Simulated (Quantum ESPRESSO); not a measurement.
# Magnetic state of FeO (Wuestite) from several starts

Wanted: the moments of FeO (Wuestite) and the energy of each order that was tried.

Program: Quantum ESPRESSO 7.5. Level of theory: LDA with U = 4.5 eV on Fe d (ortho-atomic projectors); plane waves with GBRV 1.5 LDA potentials, no spin-orbit coupling. Results are calculated unless marked as measured.

The database entry behind the starting cell differs from later determinations by our own check (inexact against later determinations), so it need not match the best structure at ambient conditions.

## 1. The starting structure

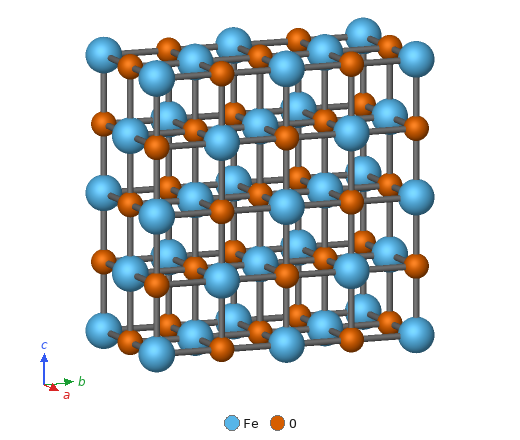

The cell as given, slightly off an axis (iron blue, oxygen orange). 1×2×2 cells are drawn. This picture shows the conventional cell, with its axes. Some periodic images of atoms are drawn too.

The cell comes from the Crystallography Open Database.

## 2. Run 1, typed as ferro +

The signs are those of the starting moments on the seeded atoms, the atoms that are given a moment.

File pw.in:

```
&CONTROL
  calculation = 'scf'
  prefix = 'pwscf'
  outdir = './tmp'
  pseudo_dir = './pseudo'
  disk_io = 'nowf'
/
&SYSTEM
  ibrav = 0
  celldm(1) = 8
  nat = 2
  ntyp = 2
  ecutwfc = 40
  ecutrho = 280
  nbnd = 20
  occupations = 'smearing'
  smearing = 'fd'
  degauss = 0.00367493
  nspin = 2
  starting_magnetization(1) = 0.25
  starting_magnetization(2) = 0
/
&ELECTRONS
  conv_thr = 4d-09
  electron_maxstep = 150
  mixing_beta = 0.3
/
ATOMIC_SPECIES
Fe     55.8450 fe_lda_v1.5.uspp.F.UPF
O      15.9990 o_lda_v1.2.uspp.F.UPF
CELL_PARAMETERS alat
   0.0000000000000    0.5091394611273    0.5091394611273
   0.5091394611273    0.0000000000000    0.5091394611273
   0.5091394611273    0.5091394611273    0.0000000000000
ATOMIC_POSITIONS crystal
Fe      0.0000000000    0.0000000000    0.0000000000
O       0.5000000000    0.5000000000    0.5000000000
K_POINTS automatic
8 8 8 0 0 0
HUBBARD {ortho-atomic}
U Fe-3d 4.5000
```

Started as:

```bash
$ OMP_NUM_THREADS=1 mpirun -n 4 pw.x -nk 4 -in pw.in > pw.out
```

What it wrote:

```text
Program PWSCF v.7.5 starts

     Message from routine setup:
     using ibrav=0 with symmetry is DISCOURAGED, use correct ibrav instead

     K-points division:     npool     =       4
     Subspace diagonalization in iterative solution of the eigenvalue problem:

     G-vector sticks info
     --------------------
     sticks:   dense  smooth     PW     G-vecs:    dense   smooth      PW
     Sum         649     367    121                10777     4645     893

     Using Slab Decomposition

     bravais-lattice index     =            0
     lattice parameter (alat)  =       8.0000  a.u.
     unit-cell volume          =     135.1482 (a.u.)^3
     number of atoms/cell      =            2
     number of atomic types    =            2
     number of electrons       =        22.00
     number of Kohn-Sham states=           20
     kinetic-energy cutoff     =      40.0000  Ry
     charge density cutoff     =     280.0000  Ry
     scf convergence threshold =      4.0E-09
     mixing beta               =       0.3000
     number of iterations used =            8  plain     mixing
     Exchange-correlation= SLA  PZ   NOGX NOGC
                           (   1   1   0   0   0   0   0)
     Hubbard projectors: ortho-atomic
     Hubbard parameters of DFT+U (Dudarev formulation) in eV:
     U(Fe-3d) =  4.5000

     Internal variables: lda_plus_u =T, lda_plus_u_kind = 0

     Internal variables: orbital_resolved =F, hub_pot_fix =F, apply_U = F

     celldm(1)=   8.000000  celldm(2)=   0.000000  celldm(3)=   0.000000
     celldm(4)=   0.000000  celldm(5)=   0.000000  celldm(6)=   0.000000

     crystal axes: (cart. coord. in units of alat)
               a(1) = (   0.000000   0.509139   0.509139 )
               a(2) = (   0.509139   0.000000   0.509139 )
               a(3) = (   0.509139   0.509139   0.000000 )

     reciprocal axes: (cart. coord. in units 2 pi/alat)
               b(1) = ( -0.982049  0.982049  0.982049 )
               b(2) = (  0.982049 -0.982049  0.982049 )
               b(3) = (  0.982049  0.982049 -0.982049 )

     PseudoPot. # 1 for Fe read from file:
     fe_lda_v1.5.uspp.F.UPF
     Pseudo is Ultrasoft + core correction, Zval = 16.0
     Generated by new atomic code, or converted to UPF format
     Using radial grid of  861 points,  6 beta functions with:
                l(1) =   0
                l(2) =   0
                l(3) =   1
                l(4) =   1
                l(5) =   2
                l(6) =   2
     Q(r) pseudized with  8 coefficients,  rinner =    1.000   1.000   1.000
                                                       1.000   1.000

     PseudoPot. # 2 for O  read from file:
     o_lda_v1.2.uspp.F.UPF
     Pseudo is Ultrasoft + core correction, Zval =  6.0
     Generated by new atomic code, or converted to UPF format
     Using radial grid of  737 points,  5 beta functions with:
                l(1) =   0
                l(2) =   0
                l(3) =   1
                l(4) =   1
                l(5) =   2
     Q(r) pseudized with  8 coefficients,  rinner =    0.900   0.900   0.900
                                                       0.900   0.900

     atomic species   valence    mass     pseudopotential
     Fe               16.00    55.84500     Fe( 1.00)
     O                 6.00    15.99900     O ( 1.00)

     Starting magnetic structure
     atomic species   magnetization
     Fe              0.250
     O               0.000

     48 Sym. Ops., with inversion, found

   Cartesian axes

     site n.     atom                  positions (alat units)
         1        Fe     tau(   1) = (   0.0000000   0.0000000   0.0000000  )
         2        O      tau(   2) = (   0.5091395   0.5091395   0.5091395  )

     number of k points=    29  Fermi-Dirac smearing, width (Ry)=  0.0037
                       cart. coord. in units 2pi/alat
        k(    1) = (   0.0000000   0.0000000   0.0000000), wk =   0.0019531
        k(    2) = (   0.1227561   0.1227561  -0.1227561), wk =   0.0156250
        k(    3) = (   0.2455123   0.2455123  -0.2455123), wk =   0.0156250
        k(    4) = (   0.3682684   0.3682684  -0.3682684), wk =   0.0156250
        k(    5) = (  -0.4910246  -0.4910246   0.4910246), wk =   0.0078125
        [... 24 further k-points ...]

     Dense  grid:    10777 G-vectors     FFT dimensions: (  32,  32,  32)

     Smooth grid:     4645 G-vectors     FFT dimensions: (  24,  24,  24)

     Check: negative core charge=   -0.000047
     Generating pointlists ...
     new r_m :   0.2100 (alat units)  1.6802 (a.u.) for type    1
     new r_m :   0.2100 (alat units)  1.6802 (a.u.) for type    2

     Initial potential from superposition of free atoms

     starting charge      21.0000, renormalised to      22.0000

     STARTING HUBBARD OCCUPATIONS:

     =================== HUBBARD OCCUPATIONS ===================
     ------------------------ ATOM    1 ------------------------
     Tr[ns(  1)] (up, down, total) =   5.00000  0.00000  5.00000
     Atomic magnetic moment for atom   1 =   5.00000
     [... lines left out ...]
     Number of occupied Hubbard levels =    5.0000

     Atomic wfc used for Hubbard projectors are orthogonalized

     Starting wfcs are   17 randomized atomic wfcs +    3 random wfcs

     Self-consistent Calculation

     iteration #  1     ecut=    40.00 Ry     beta= 0.30
     Davidson diagonalization with overlap
     ethr =  1.00E-02,  avg # of iterations =  5.1

     =================== HUBBARD OCCUPATIONS ===================
     ------------------------ ATOM    1 ------------------------
     Tr[ns(  1)] (up, down, total) =   4.86307  0.67728  5.54034
     Atomic magnetic moment for atom   1 =   4.18579
     [... lines left out ...]
     Number of occupied Hubbard levels =    5.5403

     total energy              =    -282.18396996 Ry
     estimated scf accuracy    <       0.80261869 Ry

     total magnetization       =     4.31 Bohr mag/cell
     absolute magnetization    =     4.33 Bohr mag/cell

     iteration #  2     ecut=    40.00 Ry     beta= 0.30
     Davidson diagonalization with overlap
     ethr =  3.65E-03,  avg # of iterations =  1.8

     total energy              =    -282.38806664 Ry
     estimated scf accuracy    <       0.10806318 Ry

     total magnetization       =     4.00 Bohr mag/cell
     absolute magnetization    =     4.01 Bohr mag/cell

     iteration #  3     ecut=    40.00 Ry     beta= 0.30
     Davidson diagonalization with overlap
     ethr =  4.91E-04,  avg # of iterations =  1.4

     total energy              =    -282.40489251 Ry
     estimated scf accuracy    <       0.01497360 Ry

     total magnetization       =     4.00 Bohr mag/cell
     absolute magnetization    =     4.02 Bohr mag/cell

     [... further iterations left out ...]

     iteration #  8     ecut=    40.00 Ry     beta= 0.30
     Davidson diagonalization with overlap
     ethr =  6.88E-09,  avg # of iterations =  1.2

     total energy              =    -282.40869285 Ry
     estimated scf accuracy    <       0.00000021 Ry

     total magnetization       =     4.00 Bohr mag/cell
     absolute magnetization    =     4.03 Bohr mag/cell

     iteration #  9     ecut=    40.00 Ry     beta= 0.30
     Davidson diagonalization with overlap
     ethr =  9.54E-10,  avg # of iterations =  1.9

     total energy              =    -282.40869292 Ry
     estimated scf accuracy    <       0.00000002 Ry

     total magnetization       =     4.00 Bohr mag/cell
     absolute magnetization    =     4.03 Bohr mag/cell

     iteration # 10     ecut=    40.00 Ry     beta= 0.30
     Davidson diagonalization with overlap
     ethr =  7.34E-11,  avg # of iterations =  2.0

     total energy              =    -282.40869293 Ry
     estimated scf accuracy    <       0.00000001 Ry

     total magnetization       =     4.00 Bohr mag/cell
     absolute magnetization    =     4.03 Bohr mag/cell

     iteration # 11     ecut=    40.00 Ry     beta= 0.30
     Davidson diagonalization with overlap
     ethr =  6.81E-11,  avg # of iterations =  1.7

     Magnetic moment per site  (integrated on atomic sphere of radius R)
     atom   1 (R=0.210)  charge= 13.5130  magn=  3.5623
     atom   2 (R=0.210)  charge=  5.8287  magn=  0.2407

     End of self-consistent calculation

     =================== HUBBARD OCCUPATIONS ===================
     ------------------------ ATOM    1 ------------------------
     Tr[ns(  1)] (up, down, total) =   4.95153  1.19044  6.14197
     Atomic magnetic moment for atom   1 =   3.76109
     [... lines left out ...]
     Number of occupied Hubbard levels =    6.1420

     [... lines left out ...]
     the Fermi energy is    14.6472 ev

!    total energy              =    -282.40869294 Ry
     estimated scf accuracy    <          5.6E-11 Ry
     smearing contrib. (-TS)   =      -0.00087646 Ry
     internal energy E=F+TS    =    -282.40781648 Ry

     The total energy is F=E-TS. E is the sum of the following terms:
     one-electron contribution =    -136.68910307 Ry
     hartree contribution      =      80.26368466 Ry
     xc contribution           =     -36.10222373 Ry
     ewald contribution        =    -190.02755602 Ry
     Hubbard energy            =       0.14738168 Ry

     total magnetization       =     4.00 Bohr mag/cell
     absolute magnetization    =     4.03 Bohr mag/cell

     convergence has been achieved in  11 iterations

=------------------------------------------------------------------------------=
   JOB DONE.
=------------------------------------------------------------------------------=
```

The job ended after 4.1 s (4 MPI ranks of Intel Xeon Platinum 8488C (Sapphire Rapids), shared host; peak memory 0.29 GiB; 15 s of CPU time).

Spin moment in the atom's sphere by atom:

```csv
atom,spin moment in the atom's sphere (μB)
Fe1,3.56
O2,0.24
```

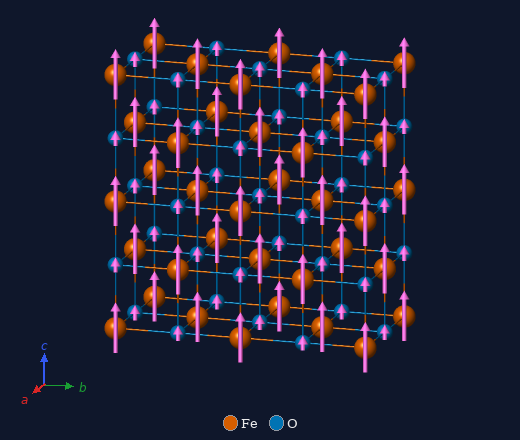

Spin moment in the atom's sphere as arrows, the longest 3.56 μB. Up and down stand for the sign. Arrows give size and sign along the axis of quantisation, drawn up and down the page. Each arrow also spans its atom, so small moments look longer than they are. 1×2×2 conventional cells are drawn. Some periodic images of atoms are drawn too.

This step gave:

```yaml
smearing_term_ts: 0.01192 eV
magnetization: 4.004 μB
absolute_magnetization: 4.029 μB
final_state: ferromagnetic
```

(Continued in part 2 of 2.)

[Logs and program files are shortened in this print: banners, set-up blocks, solver, clock and traceback lines can be left out without a mark of their own.]

[Logs are printed without paths, hosts, clocks, repeated set-up lines and the standing remarks that a program may print on its own settings, such as how far it seeks lower states.]

[Hosts, paths, dates, database ids (printed as entryN), source tags and the programs' standing remarks are cut or masked in the printed files.]

[Where a cell is said to come from a database of computed structures, the database is the Materials Project.]
